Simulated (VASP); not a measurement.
Band structure of AlN (wurtzite). All values below come from rev-vdW-DF2, VASP's PBE PAW potentials (set 64) (plane waves; VASP).

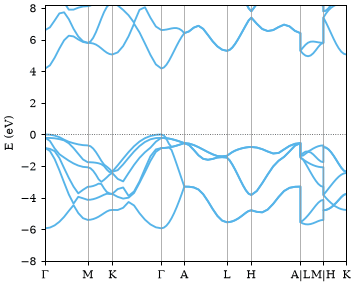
*Bands along high-symmetry lines, zero at the valence-band maximum or, without a gap, the Fermi level*

### Question
Read the plot: is there a gap, and where are the band edges?

### Answer
The gap is direct, 4.17 eV, from the valence maximum at Γ to the conduction minimum at Γ. (Edges off the drawn lines would not show.)

Measured: gap 6.51 eV (computed value off by -2.34 eV), as given by Martin Feneberg et al., Physical Review B (2010), doi:10.1103/physrevb.82.075208 [zero-point renormalisation of 0.417 eV (from the measured temperature dependence, row gaps:miglio2020:AlN_wz:gap_zpr, arXiv:2011.12765) added back].

The compound is AlN in the wurtzite structure. It was relaxed first.
